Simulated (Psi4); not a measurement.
# UCCSD(T)/LANL2DZ (density fitting, core potential, density fitting for correlation, Cartesian functions, qc module occ) run of AlClO (SMILES [O]=[Al][Cl])

Aim: the energy difference between two shapes of AlClO at UCCSD(T)/LANL2DZ (density fitting, core potential, density fitting for correlation, Cartesian functions, qc module occ), from 2 runs. 

The calculation is run with Psi4 1.11.

## (1) The structure to begin with

AlClO has 3 atoms, charge 0, and is taken as a singlet. As SMILES, `[O]=[Al][Cl]`. The shape comes from GFN2-xTB, which is rough for such elements, and wasn't checked as a minimum.

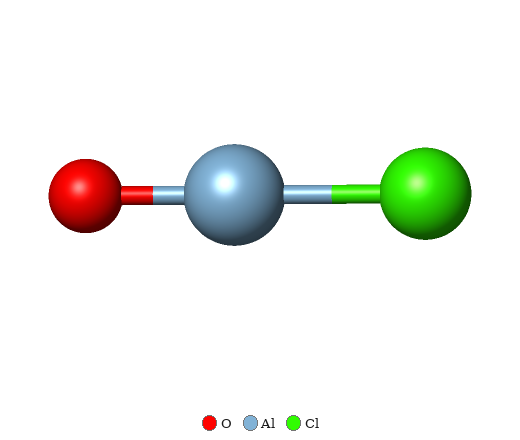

The structure, seen from a chosen angle (oxygen red, aluminium light blue, chlorine green).

## (2) The energy at UCCSD(T)/LANL2DZ (density fitting, core potential, density fitting for correlation, Cartesian functions, qc module occ)

Input file job.json:

```json
{
 "schema_name": "qcschema_input",
 "schema_version": 1,
 "molecule": {
  "schema_name": "qcschema_molecule",
  "schema_version": 2,
  "symbols": ["O", "Al", "Cl"],
  "geometry": [0.20308887, 3.20168738, 0.46479704, 0.01765004, 0.27820548, 0.04040234, -0.22075781, -3.47991176, -0.50518048],
  "molecular_charge": 0,
  "molecular_multiplicity": 1
 },
 "driver": "energy",
 "model": {
  "method": "ccsd(t)",
  "basis": "LANL2DZ"
 },
 "keywords": {
  "reference": "uhf",
  "scf_type": "df",
  "num_frozen_docc": 0,
  "cc_type": "df",
  "qc_module": "occ"
 }
}
```

Run with:

```sh
$ psi4 --qcschema job.json -n 1 --memory 1600MB
```

stdout:

```text
[...]
    !!!  WARNING: ECP capability is in beta. Please check occupations closely.  !!!
[...]
  Running in c1 symmetry.
[...]
  Nuclear repulsion =   21.905329122423101
[...]
  Multiplicity = 1
[...]
  Nalpha       = 9
  Nbeta        = 9
[...]
    Number of basis functions: 25
[...]
   @DF-UHF iter   1:   -91.21842926601285   -2.05532e+00   2.69759e-02 ADIIS/DIIS
[...]
   @DF-UHF iter  12:   -91.47175091047519   -3.12639e-13   5.35148e-09 DIIS
[...]
   @S^2 Observed:                1.776356839E-15
[...]
    Orbital Energies [Eh]
    ---------------------
    Alpha Occupied:
       1A    -20.500369     2A     -1.209294     3A     -1.147731
       4A     -0.608975     5A     -0.537980     6A     -0.537980
       7A     -0.469416     8A     -0.429383     9A     -0.429382
    Alpha Virtual:
      10A      0.009095    11A      0.068611    12A      0.068611
      13A      0.198989    14A      0.297218    15A      0.297218
      16A      0.538540    17A      0.861981    18A      0.861981
      19A      0.862816    20A      0.918861    21A      1.027504
      22A      1.027504    23A      1.664770    24A      6.215230
      25A      8.117112
[...]
  @DF-UHF Final Energy:   -91.47175091047519
   => Energetics <=
    Nuclear Repulsion Energy =             21.9053291224231010
    One-Electron Energy =                -175.0131401210002480
    Two-Electron Energy =                  61.6360600881019565
    Total Energy =                        -91.4717509104751940
  UHF NO Occupations:
  HONO-2 :    7  A 2.0000000
  HONO-1 :    8  A 2.0000000
[...]
 Multipole Moments:
 ------------------------------------------------------------------------------------
     Multipole            Electronic (a.u.)      Nuclear  (a.u.)        Total (a.u.)
 ------------------------------------------------------------------------------------
 L = 1.  Multiply by 2.5417464519 to convert [e a0] to [Debye]
 Dipole X            :         -0.0000193            0.0000294            0.0000101
 Dipole Y            :          0.0000182           -0.0000276           -0.0000094
 Dipole Z            :        -18.4230255           16.8381950           -1.5848305
 Magnitude           :                                                    1.5848305
[...]
	DF-SCS-MP2 Total Energy (a.u.)     :   -91.67926863939594
	DF-SOS-MP2 Total Energy (a.u.)     :   -91.67548185845924
	DF-SCS(N)-MP2 Total Energy (a.u.)  :   -91.57449122192530
[...]
	DF-MP2 Total Energy (a.u.)         :   -91.68684220126936
[...]
	DF-CCSD Total Energy (a.u.)        :   -91.68094277449153
[...]
	DF-CCSD(T) Total Energy (a.u.)     :   -91.68915456494886
[...]
```

The result, in JSON:

```text
{
 "driver": "energy",
 "model": {
  "method": "ccsd(t)",
  "basis": "LANL2DZ"
 },
 "success": true,
 "return_result": -91.68915456494886,
 "properties": {
  "calcinfo_nbasis": 25,
  "calcinfo_nmo": 25,
  "calcinfo_nalpha": 9,
  "calcinfo_nbeta": 9,
  "calcinfo_natom": 3,
  "nuclear_repulsion_energy": 21.9053291224231,
  "return_energy": -91.68915456494886,
  "scf_one_electron_energy": -175.01314012100025,
  "scf_two_electron_energy": 61.63606008810196,
  "scf_dipole_moment": [1.0104048173801923e-05, -9.35969542837224e-06, -1.5848305017870814],
  "scf_total_energy": -91.4717509104752,
  "scf_iterations": 12,
  "mp2_same_spin_correlation_energy": -0.05837517696028938,
  "mp2_opposite_spin_correlation_energy": -0.15671611383387668,
  "mp2_singles_energy": 0.0,
  "mp2_doubles_energy": -0.21509129079416606,
  "mp2_correlation_energy": -0.21509129079416311,
  "mp2_total_energy": -91.68684220126936,
  "ccsd_singles_energy": 0.0,
  "ccsd_doubles_energy": -0.20919186401633283,
  "ccsd_correlation_energy": -0.20919186401633283,
  "ccsd_total_energy": -91.68094277449153,
  "ccsd_prt_pr_correlation_energy": -0.21740365447367083,
  "ccsd_prt_pr_total_energy": -91.68915456494886
 }
}
```

Run time: 5.7 s. Hardware: 1 thread of INTEL XEON PLATINUM 8581C at 2.10GHz (Emerald Rapids), shared host; peak memory 0.2 GiB.

## (3) The distorted shape at the same level

Input file input.inp:

```
memory 1600 MB

molecule mol {
  0 1
  O      0.053897     1.674390     0.213697
  Al    -0.011441     0.130281     0.031514
  Cl    -0.181349    -1.827582    -0.275536
}

set basis LANL2DZ
set reference uhf
set scf_type df
set num_frozen_docc 0
set cc_type df
set qc_module occ

E = energy("ccsd(t)")
```

Run with:

```sh
$ psi4 -i input.inp -o input.out -n 1
```

input.out:

```text
[...]
    !!!  WARNING: ECP capability is in beta. Please check occupations closely.  !!!
[...]
  Running in cs symmetry.
[...]
  Nuclear repulsion =   22.110216624863511
[...]
  Multiplicity = 1
[...]
  Nalpha       = 9
  Nbeta        = 9
[...]
    Number of basis functions: 25
[...]
   @DF-UHF iter   1:   -91.22256811937592   -2.02430e+00   3.33071e-02 DIIS/ADIIS
[...]
   @DF-UHF iter  12:   -91.46802636946963   -7.38964e-13   9.64738e-09 DIIS
[...]
   @S^2 Observed:                1.598721155E-14
[...]
    Orbital Energies [Eh]
    ---------------------
    Alpha Occupied:
       1Ap   -20.497816     2Ap    -1.210453     3Ap    -1.152361
       4Ap    -0.612011     1App   -0.540977     5Ap    -0.540975
       6Ap    -0.469898     2App   -0.429491     7Ap    -0.429444
    Alpha Virtual:
       8Ap     0.011056     3App    0.071115     9Ap     0.071989
      10Ap     0.199060     4App    0.297799    11Ap     0.297873
      12Ap     0.550577    13Ap     0.855853     5App    0.861721
      14Ap     0.863183    15Ap     0.922049     6App    1.029469
      16Ap     1.029477    17Ap     1.667097    18Ap     6.349830
      19Ap     8.184266
[...]
  @DF-UHF Final Energy:   -91.46802636946963
   => Energetics <=
    Nuclear Repulsion Energy =             22.1102166248635115
    One-Electron Energy =                -175.3896345476982788
    Two-Electron Energy =                  61.8113915533651337
    Total Energy =                        -91.4680263694696407
  UHF NO Occupations:
  HONO-2 :    2App 2.0000000
  HONO-1 :    6 Ap 2.0000000
[...]
 Multipole Moments:
 ------------------------------------------------------------------------------------
     Multipole            Electronic (a.u.)      Nuclear  (a.u.)        Total (a.u.)
 ------------------------------------------------------------------------------------
 L = 1.  Multiply by 2.5417464519 to convert [e a0] to [Debye]
 Dipole X            :         -2.1409853            2.0463138           -0.0946714
 Dipole Y            :        -18.1831133           16.5750249           -1.6080884
 Dipole Z            :          0.0000000            0.0000000            0.0000000
 Magnitude           :                                                    1.6108728
[...]
	DF-SCS-MP2 Total Energy (a.u.)     :   -91.67432375591505
	DF-SOS-MP2 Total Energy (a.u.)     :   -91.67056935787819
	DF-SCS(N)-MP2 Total Energy (a.u.)  :   -91.57011320485798
[...]
	DF-MP2 Total Energy (a.u.)         :   -91.68183255198882
[...]
	DF-CCSD Total Energy (a.u.)        :   -91.67620100236741
[...]
	DF-CCSD(T) Total Energy (a.u.)     :   -91.68419422828848
[...]
```

Wall time 5.7 s (1 thread of INTEL XEON PLATINUM 8581C at 2.10GHz (Emerald Rapids), shared host); peak memory 0.21 GiB.

## (4) Summary of results

At UCCSD(T)/LANL2DZ (density fitting, core potential, density fitting for correlation, Cartesian functions, qc module occ):

| quantity | value |
| --- | --- |
| first shape: total energy | -91.68915 Eh |
| first shape: HOMO energy (Hartree–Fock orbitals) | -11.68 eV |
| first shape: LUMO energy (Hartree–Fock orbitals) | 0.25 eV |
| first shape: HOMO–LUMO gap (Hartree–Fock orbitals) | 11.93 eV |
| first shape: correlation energy | -217.4 mEh |
| first shape: (T) correction | -8.21 mEh |
| distorted shape: total energy | -91.68419 Eh |
| distorted shape: HOMO energy (Hartree–Fock orbitals) | -11.69 eV |
| distorted shape: LUMO energy (Hartree–Fock orbitals) | 0.30 eV |
| distorted shape: HOMO–LUMO gap (Hartree–Fock orbitals) | 11.99 eV |
| distorted shape: correlation energy | -216.2 mEh |
| distorted shape: (T) correction | -7.99 mEh |
| energy change with the atoms displaced | 0.135 eV |

In words: With the atoms displaced the energy rises by 0.13 eV (3.1 kcal/mol). The first shape isn't relaxed at this level, so the change isn't measured from a minimum. The triples (first shape) make up 3.8 % of the correlation energy. The triples (distorted shape) make up 3.7 % of the correlation energy.
